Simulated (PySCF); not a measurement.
# C5H7NO: the cost of one run

Programs: PySCF 2.14.0, with routines of our own; each step states its level. All values are computed. Atoms count from 0.

## Step 1: The starting structure

14 atoms, charge 0, multiplicity 1; geometry from: GFN2-xTB.

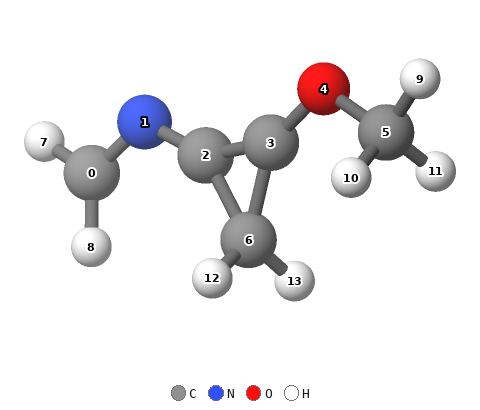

The starting geometry (carbon grey, nitrogen blue, oxygen red, hydrogen white).

## Step 2: Relaxing the molecule at PBE0-D3(BJ)/def2-SVP

Job settings and geometry (Å):

```
{"job": {"xc": "PBE0", "basis": "def2-SVP", "d3": "d3bj", "grid": 1, "kind": "geom"}, "charge": 0, "multiplicity": 1}
C      3.114217     0.120201     0.977778
N      1.975786     0.548514     1.342313
C      0.857190     0.197221     0.706505
C     -0.446326     0.269542     0.576571
O     -1.619044     0.747002     0.943369
C     -2.733358     0.295492     0.190380
C      0.225661    -0.627189    -0.415578
H      3.975463     0.441157     1.541544
H      3.279960    -0.551258     0.133199
H     -3.596080     0.837368     0.572576
H     -2.603009     0.511131    -0.873389
H     -2.884402    -0.779424     0.323184
H      0.320905    -0.305864    -1.448812
H      0.132359    -1.704366    -0.311781
```

The run is started by

```bash
$ OMP_NUM_THREADS=1 python excited_run.py task.json out
```

The driver reads the jobs from task.json and runs them one after another.

Q: Estimate the wall time and peak memory of this first job on 1 thread of Arm Neoverse V2, shared host.

About 23 s, with a peak of 0.61 GiB.
